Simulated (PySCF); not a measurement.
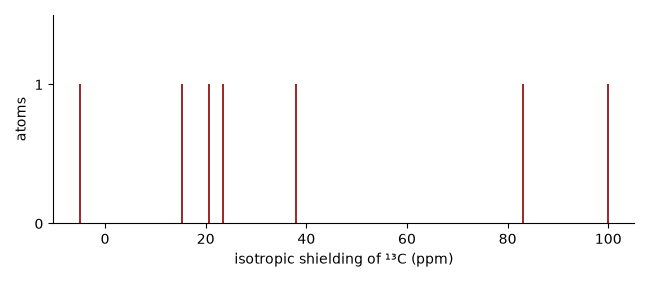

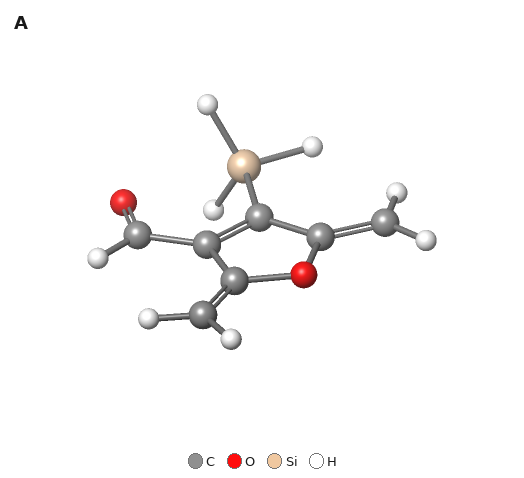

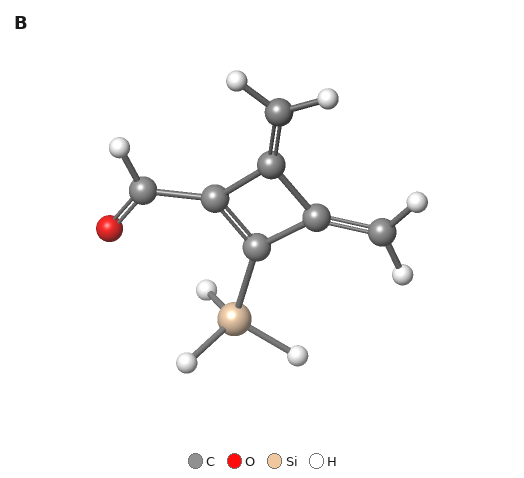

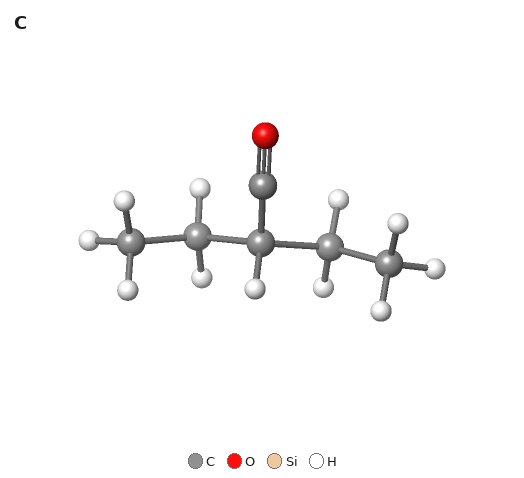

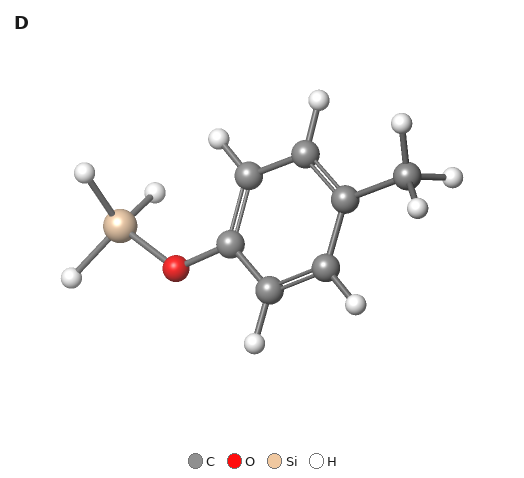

The sticks are computed shieldings of one of the molecules, for one fixed geometry (GFN2-xTB) without averaging over rotations. Low shielding means a high chemical shift. Method: GIAO PBE0/pcSseg-1 NMR shielding, non-relativistic, gas phase (PySCF 2.14.0).

> Which molecule gives this pattern?

A, `C=c1oc(=C)c(C=O)c1[SiH3]`. Its 7 C atoms give lines at −5.1, 15.3, 20.6, 23.5, 38.0, 83.1, 99.9 ppm.

The geometry is semi-empirical. Around Si such bond lengths and angles can be off by a tenth of an ångström or more and by several degrees, and values that hang on the shape move with them.
